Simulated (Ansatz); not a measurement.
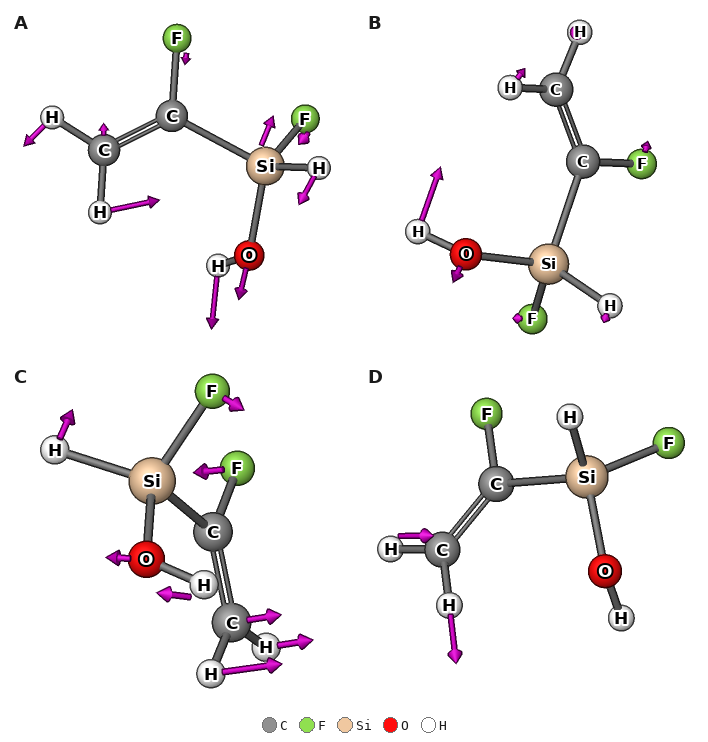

4 normal modes of one molecule or complex, as arrows. Harmonic vibrations computed with RKS PBE0-D4/def2-TZVP (Ansatz 0.2.0) at a stationary point of the same level.

**Match the panels to the wavenumbers 53 cm⁻¹, 315 cm⁻¹, 975 cm⁻¹, 3269 cm⁻¹.**

A: 975 cm⁻¹
B: 315 cm⁻¹
C: 53 cm⁻¹, a torsion or out-of-plane motion in which bond lengths and bond angles hardly change
D: 3269 cm⁻¹, out-of-phase stretching of 2 C–H bonds
